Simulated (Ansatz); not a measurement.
# C3H5F (allyl fluoride): HF/STO-3G

Aim: the vertical ionisation energy of C3H5F (allyl fluoride) at HF/STO-3G, from 2 runs. 

The calculation is run with Ansatz 0.2.0.

52 further runs of the same task are left out: 52 set aside as unsound or not needed.

## (1) The structure to begin with

The species is C3H5F (9 atoms), meant as a singlet with charge 0. SMILES: `C=CCF`. The coordinates come from a PBE0-D4/def2-TZVP relaxation. This is one conformer, not always the lowest.

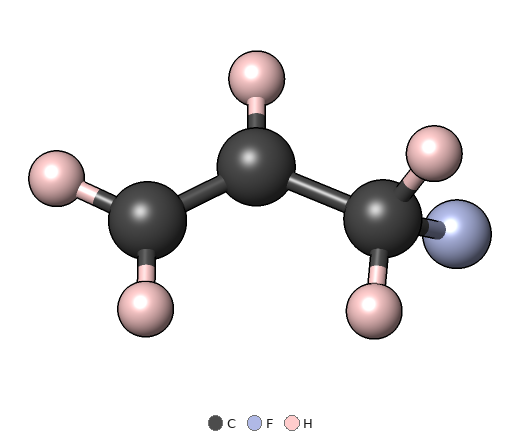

Viewed from a chosen angle; carbon dark grey, fluorine light blue, hydrogen pink.

## (2) A single-point energy at HF/STO-3G

Input file in.yaml:

```yaml
crystal:
  periodic: [false, false, false]
  atoms:
    - symbol: C
      position_ang: [-0.578000, 1.122500, -0.608000]
    - symbol: C
      position_ang: [0.352500, 0.215400, -0.353400]
    - symbol: C
      position_ang: [0.200500, -0.852800, 0.668500]
    - symbol: F
      position_ang: [0.430500, -2.098200, 0.102300]
    - symbol: H
      position_ang: [-0.422500, 1.909200, -1.336700]
    - symbol: H
      position_ang: [-1.531700, 1.114000, -0.089100]
    - symbol: H
      position_ang: [1.299800, 0.230700, -0.886500]
    - symbol: H
      position_ang: [0.929800, -0.730800, 1.477200]
    - symbol: H
      position_ang: [-0.806800, -0.852300, 1.094700]
basis:
  gaussian:
    orbitals: STO-3G
hamiltonian:
  xc: hf
accuracy: high
output: {orbitals: {seedname: orbitals}}
magnetization:
  spin_polarized: false
  initial_magnetization: 0
```

On the command line:

```sh
$ ansatz run in.yaml --threads 1 --pin off --max-ram 3480MiB --events-out events.jsonl --progress --plain --runs-dir runs
```

Log:

```text
Warning: RAYON_NUM_THREADS=1 ignored (pool sized by the plan → 1); use --threads N
Functional definition: HF
  name "HF"
  exchange = exact_x
  correlation = 0
491 factors; integrals over basis functions are off by at most 2.4e-8 eV
mean field evaluation 1: about -5796.6159 eV, gradient 2.3e1 eV
mean field evaluation 2: about -5796.7995 eV, gradient 2.3e1 eV
mean field evaluation 4: about -5798.8267 eV, gradient 1.7e0 eV
mean field evaluation 8: about -5798.8370 eV, gradient 4.0e-2 eV
mean field -5798.83703921 eV, -213.1033305982 hartree, gradient 1.6e-8 eV, S^2 0.000000; 0 other end points of the search recorded, 0 dependent functions left out
reference -5798.83703921 eV, -213.1033305982 hartree; 16, 16 occupied and 9, 9 virtual orbitals, 491 factors
Total energy: -5798.83703921 eV, -213.1033305982 hartree
```

Run time: 0.16 s. Hardware: 1 thread of Arm Neoverse V2, shared host.

## (3) The doublet cation, same level

Input file input.yaml:

```yaml
crystal:
  periodic: [false, false, false]
  atoms:
    - symbol: C
      position_ang: [-0.578000, 1.122500, -0.608000]
    - symbol: C
      position_ang: [0.352500, 0.215400, -0.353400]
    - symbol: C
      position_ang: [0.200500, -0.852800, 0.668500]
    - symbol: F
      position_ang: [0.430500, -2.098200, 0.102300]
    - symbol: H
      position_ang: [-0.422500, 1.909200, -1.336700]
    - symbol: H
      position_ang: [-1.531700, 1.114000, -0.089100]
    - symbol: H
      position_ang: [1.299800, 0.230700, -0.886500]
    - symbol: H
      position_ang: [0.929800, -0.730800, 1.477200]
    - symbol: H
      position_ang: [-0.806800, -0.852300, 1.094700]
basis:
  gaussian:
    orbitals: STO-3G
accuracy: high
magnetization:
  spin_polarized: true
  initial_magnetization: 1
output:
  orbitals: {seedname: orbitals}
hamiltonian:
  xc: hf
total_charge: 1
```

On the command line:

```sh
$ ansatz run input.yaml --threads 1 --pin off --max-ram 3480MiB --events-out events.jsonl --progress --plain --runs-dir runs
```

Log:

```text
Warning: RAYON_NUM_THREADS=1 ignored (pool sized by the plan → 1); use --threads N
[... 4 set-up lines as earlier in the session ...]
490 factors; integrals over basis functions are off by at most 2.4e-8 eV
mean field evaluation 1: about -5787.5300 eV, gradient 1.9e1 eV
mean field evaluation 2: about -5787.7031 eV, gradient 1.9e1 eV
mean field evaluation 4: about -5791.0160 eV, gradient 1.7e0 eV
mean field evaluation 8: about -5791.0820 eV, gradient 1.7e-3 eV
mean field evaluation 16: about -5789.2683 eV, gradient 5.9e0 eV
mean field evaluation 32: about -5790.2815 eV, gradient 2.4e-4 eV
mean field -5791.07815340 eV, -212.8181968037 hartree, gradient 1.6e-8 eV, S^2 0.754994; 1 other end points of the search recorded, 0 dependent functions left out
reference -5791.07815340 eV, -212.8181968037 hartree; 16, 15 occupied and 9, 10 virtual orbitals, 490 factors
Total energy: -5791.07815340 eV, -212.8181968037 hartree
```

Wall time 0.28 s (1 thread of Arm Neoverse V2, shared host).

## (4) Summary of results

At HF/STO-3G:

| quantity | value |
| --- | --- |
| singlet C3H5F: total energy | -213.10333 Eh |
| singlet C3H5F: HOMO energy | -8.88 eV |
| singlet C3H5F: LUMO energy | 8.21 eV |
| singlet C3H5F: HOMO–LUMO gap | 17.10 eV |
| doublet cation: total energy | -212.81820 Eh |
| doublet cation: HOMO energy (highest over α and β) | -17.50 eV |
| doublet cation: LUMO energy (lowest over α and β) | -6.60 eV |
| doublet cation: ⟨S²⟩ | 0.755 |
| vertical ionisation energy (to the doublet cation) | 7.759 eV |

What this shows: The vertical ionisation energy comes to 7.76 eV (749 kJ/mol). −ε(HOMO) before ionisation, 8.88 eV, is 1.12 eV above this ionisation energy. In a minimal basis such a difference can be off by several eV, whatever the method.
